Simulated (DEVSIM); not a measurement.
Device: W/SiO2/n-GaAs capacitor, at 300 K.

```csv
layer (left to right),material,thickness (nm),Nd (cm⁻³)
1,SiO2,1.20,-
2,GaAs,9700,2.2e15
```

Metal gate on the left, work function 4.6 eV. Fixed charge at the semiconductor interface -1.8e10 cm⁻² (in units of +e); no interface traps.

The device is made up for the run: typed textbook-type constants, with dimensions and the other settings drawn at random. Values at 300 K.

| parameter | SiO2 | GaAs |
|---|---|---|
| gap (eV) | 9 | 1.424 |
| affinity (eV) | 0.9 | 4.07 |
| permittivity | 3.9 | 12.9 |
| Nc (cm⁻³) | - | 4.7e17 |
| Nv (cm⁻³) | - | 9e18 |

DEVSIM, 1D Poisson equation in equilibrium, Boltzmann statistics, complete ionisation; no quantum confinement or tunnelling. Metal contacts follow the ideal Schottky-Mott rule: no Fermi-level pinning, no interface dipoles.

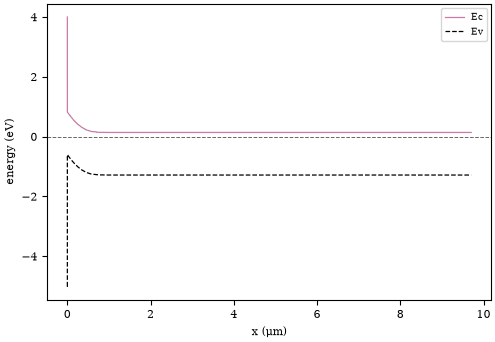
Figure: Band edges at -0.3 V on the gate

Energies count from the Fermi level of the right contact; mesh points crowd at the junctions.

| x (μm) | Ec (eV) | Ev (eV) | n (cm⁻³) | p (cm⁻³) | field (V/cm) |
|---|---|---|---|---|---|
| 0.000 | 4.000 | -5.000 | < 1e2 | < 1e2 | -58000 |
| 0.0006407 | 3.996 | -5.004 | < 1e2 | < 1e2 | -58000 |
| 0.001414 | 0.823 | -0.601 | 7100 | 7.1e8 | -20000 |
| 0.003037 | 0.819 | -0.605 | 8100 | 6.3e8 | -20000 |
| 0.008611 | 0.808 | -0.616 | 12000 | 4.1e8 | -20000 |
| 0.01873 | 0.788 | -0.636 | 27000 | 1.9e8 | -20000 |
| 0.04220 | 0.743 | -0.681 | 150000 | 3.3e7 | -19000 |
| 0.1206 | 0.604 | -0.820 | 3.3e7 | 150000 | -16000 |
| 0.2629 | 0.401 | -1.023 | 8.6e10 | < 1e2 | -12000 |
| 0.5732 | 0.172 | -1.252 | 6.0e14 | < 1e2 | -3000 |
| 1.293 | 0.139 | -1.285 | 2.2e15 | < 1e2 | ≈ 0 |
| 3.697 | 0.139 | -1.285 | 2.2e15 | < 1e2 | ≈ 0 |
| 6.684 | 0.139 | -1.285 | 2.2e15 | < 1e2 | ≈ 0 |
| 8.318 | 0.139 | -1.285 | 2.2e15 | < 1e2 | ≈ 0 |
| 9.218 | 0.139 | -1.285 | 2.2e15 | < 1e2 | ≈ 0 |
| 9.488 | 0.139 | -1.285 | 2.2e15 | < 1e2 | ≈ 0 |
| 9.604 | 0.139 | -1.285 | 2.2e15 | < 1e2 | ≈ 0 |
| 9.657 | 0.139 | -1.285 | 2.2e15 | < 1e2 | ≈ 0 |
| 9.687 | 0.139 | -1.285 | 2.2e15 | < 1e2 | ≈ 0 |
| 9.695 | 0.139 | -1.285 | 2.2e15 | < 1e2 | ≈ 0 |
| 9.699 | 0.139 | -1.285 | 2.2e15 | < 1e2 | ≈ 0 |
| 9.701 | 0.139 | -1.285 | 2.2e15 | < 1e2 | ≈ 0 |
